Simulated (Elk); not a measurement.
**How CdF2 absorbs and reflects light**

Wanted: where CdF2 starts to absorb, how strongly, and its refractive index.

Method: DFT, LDA, all-electron APW+lo, Dirac cores, scalar-relativistic bands, independent-particle optical response without local fields, in Elk 11.2.3 (patched build).

## 1. The structure

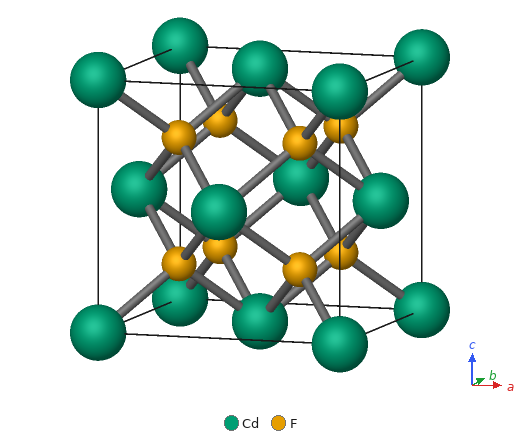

Start, viewed slightly off an axis; cadmium teal, fluorine orange. This picture shows the conventional cell, with its axes. Some periodic images of atoms are drawn too.

As a file:

```cif
data_structure
_symmetry_space_group_name_H-M 'Fm-3m'
_symmetry_Int_Tables_number 225
_cell_length_a 5.3880
_cell_length_b 5.3880
_cell_length_c 5.3880
_cell_angle_alpha 90.000
_cell_angle_beta 90.000
_cell_angle_gamma 90.000
_cell_volume 156.42
loop_
_atom_site_label
_atom_site_type_symbol
_atom_site_symmetry_multiplicity
_atom_site_Wyckoff_symbol
_atom_site_fract_x
_atom_site_fract_y
_atom_site_fract_z
_atom_site_occupancy
Cd1 Cd 4 a 0.00000 0.00000 0.00000 1
F1 F 8 c 0.25000 0.25000 0.75000 1
```

## 2. Ground state

First the ground state: is it a metal or has it a gap?

This step: DFT, LDA, all-electron APW+lo, Dirac cores, scalar-relativistic bands, ground state (Elk 11.2.3 (patched build)).

elk.in reads:

```
tasks
  0
  120

xctype
  3

nempty
  9

lorbcnd
  .true.

rgkmax
  7.0

swidth
  0.0018375

maxscl
  100

epsengy
  1e-05

sppath
  './'

avec
  0.000000000000 5.090922179742 5.090922179742
  5.090922179742 0.000000000000 5.090922179742
  5.090922179742 5.090922179742 0.000000000000

atoms
  2
  'Cd.in'
  1
  0.000000000000 0.000000000000 0.000000000000   0.000 0.000 0.000
  'F.in'
  2
  0.750000000000 0.750000000000 0.750000000000   0.000 0.000 0.000
  0.250000000000 0.250000000000 0.250000000000   0.000 0.000 0.000

ngridk
  8 8 8
```

The run is started by

```console
$ OMP_NUM_THREADS=4 elk
```

Numbers of over 12 decimals in the logs are rounded to 6 here.

Output:

```text
┌─────────────────────────┐
│ Elk code version 11.2.3 │
└─────────────────────────┘

All units are atomic (Hartree, Bohr, etc.)

┌─────────────────────────────────────────────────┐
│ Ground-state run starting from atomic densities │
└─────────────────────────────────────────────────┘

Lattice vectors :
   0.000000000       5.090922180       5.090922180
   5.090922180       0.000000000       5.090922180
   5.090922180       5.090922180       0.000000000

Reciprocal lattice vectors :
 -0.6170969704      0.6170969704      0.6170969704
  0.6170969704     -0.6170969704      0.6170969704
  0.6170969704      0.6170969704     -0.6170969704

Unit cell volume      :    263.8878355
Brillouin zone volume :   0.9399835083

Muffin-tin inner radius fraction :   0.1000000000E-01

Nuclei treated as point charges

Species : 1 (Cd)
 parameters loaded from : Cd.in
 name : cadmium
 nuclear charge    :   -48.00000000
 electronic charge :    48.00000000
 atomic mass :    204912.7176
 muffin-tin radius :    2.463707964
 number of radial points in muffin-tin :    597
 inner part over the whole radius :   0.9993705837E-02
 number on inner part of muffin-tin    :    425
 approximate nuclear radius :   0.8708852602E-04
 number of mesh points to nuclear radius :    214
 atomic positions (lattice), magnetic fields (Cartesian) :
  1 :   0.00000000  0.00000000  0.00000000    0.00000000  0.00000000  0.00000000

Species : 2 (F)
 parameters loaded from : F.in
 name : fluorine
 nuclear charge    :   -9.000000000
 electronic charge :    9.000000000
 atomic mass :    34631.97045
 muffin-tin radius :    1.895159972
 number of radial points in muffin-tin :    297
 inner part over the whole radius :   0.9865265916E-02
 number on inner part of muffin-tin    :    205
 approximate nuclear radius :   0.5278478738E-04
 number of mesh points to nuclear radius :     88
 atomic positions (lattice), magnetic fields (Cartesian) :
  1 :  -0.25000000 -0.25000000 -0.25000000    0.00000000  0.00000000  0.00000000
  2 :   0.25000000  0.25000000  0.25000000    0.00000000  0.00000000  0.00000000

Total number of atoms per unit cell :    3
Total muffin-tin volume :    119.6644651
 ratio of muffin-tin to unit cell volume :   0.4534671514

Spin treatment :
 spin-unpolarised

Number of Bravais lattice symmetries :   48
Number of crystal symmetries         :   48
Crystal has inversion symmetry
Real symmetric eigensolver will be used

k-point grid :      8     8     8
k-point offset :    0.000000000       0.000000000       0.000000000
k-point set is reduced with full crystal symmetry group
Total number of k-points :       29

Muffin-tin radius times maximum |G+k| :    7.000000000
 using average radius
Maximum |G+k| for APW functions       :    3.357835991
Maximum (1/2)|G+k|²                   :    5.637531271
Maximum |G| for potential and density :    12.00000000
Constant for pseudocharge density :    7
 order of it for each species :   14  14
 order of it for pair densities of each species (exact exchange by exxq0 0: 14) :   14   7
Radial integration step length :    1

G-vector grid sizes :     28    28    28
Number of G-vectors :     7727

Maximum angular momentum used for
 APW functions            :    8
 outer part of muffin-tin :    6
 inner part of muffin-tin :    2

Total nuclear charge    :   -66.00000000
Total core charge       :    34.00000000
Total valence charge    :    32.00000000
Total excess charge     :    0.000000000
Total electronic charge :    66.00000000

Effective Wigner radius, rₛ :   0.9846055407

Number of empty states         :     27
Total number of valence states :     44
Total number of core states    :     34

Conduction state local-orbitals added automatically
Third-order local-orbitals added for an l without core states : F
Total number of local-orbitals :    180

Exchange-correlation functional :      3     0     0
 Perdew-Wang/Ceperley-Alder, Phys. Rev. B 45, 13244 (1992)
 gradient requirement :    0
 local density approximation (LDA)

Smearing type :    3
 Fermi-Dirac
Smearing width :   0.1837500000E-02
Effective electronic temperature (K) :    580.2366081

Mixing type :    3
 Broyden mixing, J. Phys. A: Math. Gen. 17, L317 (1984)

Kohn-Sham potential initialised from atomic data

┌──────────────────────────────┐
│ Self-consistent loop started │
└──────────────────────────────┘

┌─────────────────┐
│ Loop number : 1 │
└─────────────────┘

Energies :
 Fermi                       :    -0.116849
 sum of occupied eigenvalues :     -3464.9538708237
 electron kinetic            :      6059.9710090665
 core electron kinetic       :      5820.5683643335
 Coulomb                     :     -11680.174548827
 Coulomb potential           :     -9294.5252648018
 nuclear-nuclear             :     -631.93619378674
 electron-nuclear            :     -12818.612538376
 Hartree                     :      1770.3741833351
 Madelung                    :     -7032.9119164263
 xc potential                :     -230.39961508837
 exchange                    :     -163.81748264707
 correlation                 :     -5.903150
 electron entropic           :    -0.43830372979494E-11
 total energy                :     -5789.9241722724

Density of states at Fermi energy :   0.5442396009E-07
 (states/Hartree/unit cell)

Estimated indirect band gap :   0.1440393390
 from k-point 1 to k-point 1
Estimated direct band gap   :   0.1440393390
 at k-point 1

Charges :
 core                        :    34.00000000
 valence                     :    32.00000000
 interstitial                :    1.888278238
 muffin-tins (core leakage)
  species : 1 (Cd)
   atom 1                    :    45.98883581     (  0.5280437874E-03)
  species : 2 (F)
   atom 1                    :    9.061442976     ( -0.4662050607E-05)
   atom 2                    :    9.061442976     ( -0.4662050607E-05)
 total in muffin-tins        :    64.11172176
 total calculated charge     :    65.99925358
 total charge                :    66.00000000
 error                       :   0.7464241203E-03

┌─────────────────┐
│ Loop number : 2 │
└─────────────────┘

Energies :
 Fermi                       :    -0.115588
 sum of occupied eigenvalues :     -3464.9034693523
 electron kinetic            :      6058.8631433042
 core electron kinetic       :      5820.1599825714
 Coulomb                     :     -11680.153144353
 Coulomb potential           :     -9294.4648222895
 nuclear-nuclear             :     -631.93619378674
 electron-nuclear            :     -12818.628189028
 Hartree                     :      1770.4112384617
 Madelung                    :     -7032.9207332086
 xc potential                :     -229.30179036701
 exchange                    :     -163.80963088794
 correlation                 :     -5.902823
 electron entropic           :    -0.43913440400426E-11
 total energy                :     -5791.0024549855

Density of states at Fermi energy :   0.5442052875E-07
 (states/Hartree/unit cell)

Estimated indirect band gap :   0.1438669274
 from k-point 1 to k-point 1
Estimated direct band gap   :   0.1438669274
 at k-point 1

Charges :
 core                        :    34.00000000
 valence                     :    32.00000000
 interstitial                :    1.894474567
 muffin-tins (core leakage)
  species : 1 (Cd)
   atom 1                    :    45.99344119     (  0.5275741778E-03)
  species : 2 (F)
   atom 1                    :    9.056042121     ( -0.4662050210E-05)
   atom 2                    :    9.056042121     ( -0.4662050210E-05)
 total in muffin-tins        :    64.10552543
 total calculated charge     :    65.99925517
 total charge                :    66.00000000
 error                       :   0.7448254032E-03

RMS change in Kohn-Sham potential (target) :   0.2388788153     (  0.1000000000E-05)
Absolute change in total energy (target)   :    1.078282713     (  0.1000000000E-04)

[... 13 loops left out ...]

┌──────────────────┐
│ Loop number : 16 │
└──────────────────┘

Energies :
 Fermi                       :     0.31472417171966E-01
 sum of occupied eigenvalues :     -3458.3699898804
 electron kinetic            :      6058.3786806718
 core electron kinetic       :      5820.7122783006
 Coulomb                     :     -11678.796800235
 Coulomb potential           :     -9292.3102628938
 nuclear-nuclear             :     -631.93619378674
 electron-nuclear            :     -12817.989551009
 Hartree                     :      1771.1289445601
 Madelung                    :     -7032.6416687884
 xc potential                :     -224.43840765836
 exchange                    :     -163.48069224115
 correlation                 :     -5.889375
 electron entropic           :    -0.42983217279517E-11
 total energy                :     -5789.7881868293

Density of states at Fermi energy :   0.5442505338E-07
 (states/Hartree/unit cell)

Estimated indirect band gap :   0.1028481856
 from k-point 29 to k-point 1
Estimated direct band gap   :   0.1202929298
 at k-point 1

Charges :
 core                        :    34.00000000
 valence                     :    32.00000000
 interstitial                :    2.159096017
 muffin-tins (core leakage)
  species : 1 (Cd)
   atom 1                    :    46.19747826     (  0.5111434004E-03)
  species : 2 (F)
   atom 1                    :    8.821712863     ( -0.4662047344E-05)
   atom 2                    :    8.821712863     ( -0.4662047344E-05)
 total in muffin-tins        :    63.84090398
 total calculated charge     :    65.99932731
 total charge                :    66.00000000
 error                       :   0.6726898072E-03

RMS change in Kohn-Sham potential (target) :   0.1411646504E-07 (  0.1000000000E-05)
Absolute change in total energy (target)   :   0.4777652066E-05 (  0.1000000000E-04)

Convergence targets achieved

┌──────────────────┐
│ Loop number : 17 │
└──────────────────┘

Energies :
 Fermi                       :     0.31472427781753E-01
 sum of occupied eigenvalues :     -3458.3699893047
 electron kinetic            :      6058.3786808993
 core electron kinetic       :      5820.7122782904
 Coulomb                     :     -11678.796800318
 Coulomb potential           :     -9292.3102629211
 nuclear-nuclear             :     -631.93619378674
 electron-nuclear            :     -12817.989551129
 Hartree                     :      1771.1289445983
 Madelung                    :     -7032.6416688574
 xc potential                :     -224.43840728287
 exchange                    :     -163.48069224023
 correlation                 :     -5.889375
 electron entropic           :    -0.42983217279517E-11
 total energy                :     -5789.7881866833

Density of states at Fermi energy :   0.5442505287E-07
 (states/Hartree/unit cell)

Estimated indirect band gap :   0.1028481857
 from k-point 29 to k-point 1
Estimated direct band gap   :   0.1202929287
 at k-point 1

Charges :
 core                        :    34.00000000
 valence                     :    32.00000000
 interstitial                :    2.159096025
 muffin-tins (core leakage)
  species : 1 (Cd)
   atom 1                    :    46.19747825     (  0.5111434001E-03)
  species : 2 (F)
   atom 1                    :    8.821712863     ( -0.4662047263E-05)
   atom 2                    :    8.821712863     ( -0.4662047263E-05)
 total in muffin-tins        :    63.84090398
 total calculated charge     :    65.99932731
 total charge                :    66.00000000
 error                       :   0.6726898113E-03

┌──────────────────────────────┐
│ Self-consistent loop stopped │
└──────────────────────────────┘

Warning : core states of species 1 leak from the muffin-tin :   0.5111434001E-03

Wrote STATE.OUT
```

Elapsed: 7.8 s, on 4 threads of Arm Neoverse V1, shared host; peak memory 0.09 GiB.

This step gave:

```
total energy           : -5790 Ha
Fermi energy           : 0.8564 eV
DOS at the Fermi level : 2.00e-9 states/eV/cell
gap on the k-mesh      : 2.799 eV
direct gap on the mesh : 3.273 eV
```

There is a gap, 2.80 eV on this mesh (points off the mesh can give less), so no carriers' term is needed.

## 3. Independent particles

With the density converged, the vertical transitions are summed over the zone.

This step: DFT, LDA, all-electron APW+lo, Dirac cores, scalar-relativistic bands, independent-particle optical response without local fields (Elk 11.2.3 (patched build)).

elk.in: that of step 2 with these lines changed.

```diff
@@ -1,4 +1,6 @@
 tasks
-  0
-  120
+  121
+
+optcomp
+  1 1
 
@@ -17,9 +19,7 @@
 swidth
-  0.0018375
+  0.0055124
 
-maxscl
-  100
-
-epsengy
-  1e-05
+wplot
+  400 100 0
+  0.0 0.58799
```

The run is started by

```console
$ OMP_NUM_THREADS=4 elk
```

Output:

```text
┌─────────────────────────────────┐
│ Elk code version 11.2.3 started │
└─────────────────────────────────┘

┌────────────────────┐
│ Current task : 121 │
└────────────────────┘
Info(checkmt): changed muffin-tin radius of species 1 (Cd) from   2.6000 to   2.4637
Info(checkmt): changed muffin-tin radius of species 2 (F) from   2.0000 to   1.8952

Info(dielectric):
 dielectric tensor written to EPSILON_ij.OUT
 optical conductivity written to SIGMA_ij.OUT
 for components
  i = 1, j = 1

┌──────────────────┐
│ Elk code stopped │
└──────────────────┘
```

It took 1 s on 4 threads; peak memory 0.04 GiB; 3.8 s of CPU time.

Read-outs, printed or worked out from the files:

| Property | Result |
| --- | --- |
| electronic dielectric constant ε∞, mean over x, y and z (by symmetry where fewer were run) | 2.902 |

The Im ε, E ∥ x has structure finer than the step of the table below, so its rows give means over 1 eV, whole bins alone (the curve runs from 0 to 16.0 eV). Peaks (eV: height): 4.9: 1.41, 6.1: 1.67, 7.0: 1.75, 9.8: 2.67, 12.2: 2.45, 13.4: 2.79.

Sum at mesh points, not converged in k; values under the direct gap are tails of Lorentzian lines. Table of Im ε, E ∥ x by photon energy; means over each step:

| photon energy (eV) | Im ε, E ∥ x |
| --- | --- |
| 1 | 0.00886 |
| 2 | 0.0226 |
| 3 | 0.0700 |
| 4 | 0.565 |
| 5 | 1.27 |
| 6 | 1.34 |
| 7 | 1.31 |
| 8 | 1.17 |
| 9 | 1.48 |
| 10 | 2.41 |
| 11 | 1.32 |
| 12 | 1.98 |
| 13 | 2.31 |
| 14 | 2.39 |
| 15 | 1.55 |

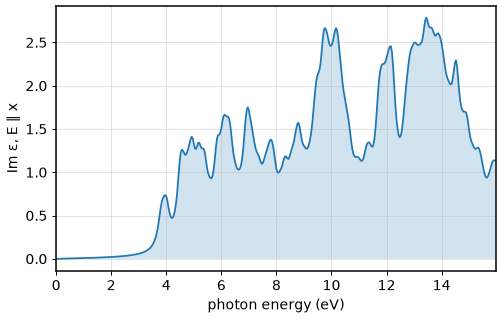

Im ε, E ∥ x against photon energy.

The reflectivity at normal incidence, E ∥ x has structure finer than the step of the table below, so its rows give means over 1 eV, whole bins alone (the curve runs from 0 to 16.0 eV). Peaks (eV: height): 4.5: 11.7, 6.0: 10.6, 6.9: 10.5, 10.2: 14.2, 12.2: 13.1, 14.0: 16.9, 14.6: 18.1.

Sum at mesh points, not converged in k. Reflectivity at normal incidence, E ∥ x against photon energy; means over each step:

| photon energy (eV) | reflectivity at normal incidence, E ∥ x (%) |
| --- | --- |
| 1 | 6.90 |
| 2 | 7.31 |
| 3 | 8.36 |
| 4 | 10.1 |
| 5 | 9.95 |
| 6 | 9.39 |
| 7 | 8.40 |
| 8 | 7.84 |
| 9 | 9.80 |
| 10 | 13.0 |
| 11 | 6.86 |
| 12 | 10.7 |
| 13 | 12.3 |
| 14 | 15.5 |
| 15 | 13.8 |

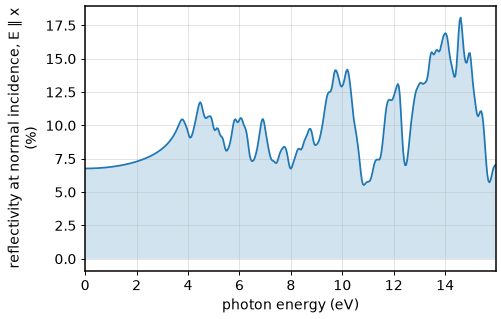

Reflectivity at normal incidence, E ∥ x, plotted against photon energy.

The loss function −Im 1/ε at q → 0, E ∥ x has structure finer than the step of the table below, so its rows give means over 1 eV, whole bins alone (the curve runs from 0 to 16.0 eV). Peaks (eV: height): 10.6: 0.373, 12.3: 0.357, 15.5: 0.822.

Sum at mesh points, not converged in k; values under the direct gap are tails of Lorentzian lines. Loss function −Im 1/ε at q → 0, E ∥ x against energy loss; means over each step:

| energy loss (eV) | loss function −Im 1/ε at q → 0, E ∥ x |
| --- | --- |
| 1 | 0.00103 |
| 2 | 0.00244 |
| 3 | 0.00629 |
| 4 | 0.0411 |
| 5 | 0.107 |
| 6 | 0.130 |
| 7 | 0.150 |
| 8 | 0.141 |
| 9 | 0.135 |
| 10 | 0.239 |
| 11 | 0.259 |
| 12 | 0.240 |
| 13 | 0.243 |
| 14 | 0.379 |
| 15 | 0.630 |

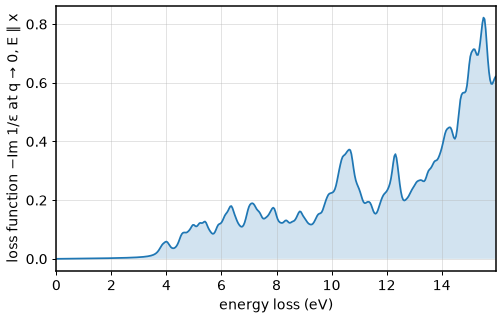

Loss function −Im 1/ε at q → 0, E ∥ x against energy loss.

Optical constants at common wavelengths, from n + ik = √ε:

| wavelength (nm) | n | k | R (%) | 1/α |
| --- | --- | --- | --- | --- |
| 800 | 1.72 | 0.004 | 7.1 | 15 µm |
| 633 | 1.74 | 0.006 | 7.3 | 8.3 µm |
| 450 | 1.78 | 0.012 | 7.9 | 2.9 µm |
| 405 | 1.81 | 0.018 | 8.4 | 1.8 µm |
| 365 | 1.86 | 0.032 | 9.1 | 894 nm |
| 308 | 1.85 | 0.186 | 9.3 | 132 nm |
| 248 | 1.80 | 0.369 | 9.8 | 53 nm |

Below the direct gap, k and the depth come from the tails of the Lorentzian lines, not from transitions.

Rows near the edge hang on the gap, which this functional as a rule makes too small, and phonon-assisted absorption is left out.

## 4. Summary of results

| Property | Result |
| --- | --- |
| electronic dielectric constant ε∞, mean over x, y and z (by symmetry where fewer were run) (independent particles) | 2.90 |

At this level (LDA, independent particles) CdF2 has ε∞ = 2.90 and n = 1.71 at 1550 nm. On the mesh the gap is 2.80 eV and the least direct gap 3.27 eV, so on this mesh the band edges lie at different points. Excitons and phonon-assisted transitions are missing, and so are local fields; LDA gaps are as a rule too small, which pulls the onset down and ε∞ up. The sum runs over mesh points 0.25 Å⁻¹ apart with no interpolation, so peaks are partly noise of the mesh and static values carry its error.

[Machine, clock and banner lines and Python warnings are left out of the logs.]

[Logs are printed without paths, hosts, clocks, repeated set-up lines and the standing remarks that a program may print on its own settings, such as how far it seeks lower states.]

[Hosts, paths, dates, database ids (printed as entryN), source tags and the programs' standing remarks are cut or masked in the printed files.]
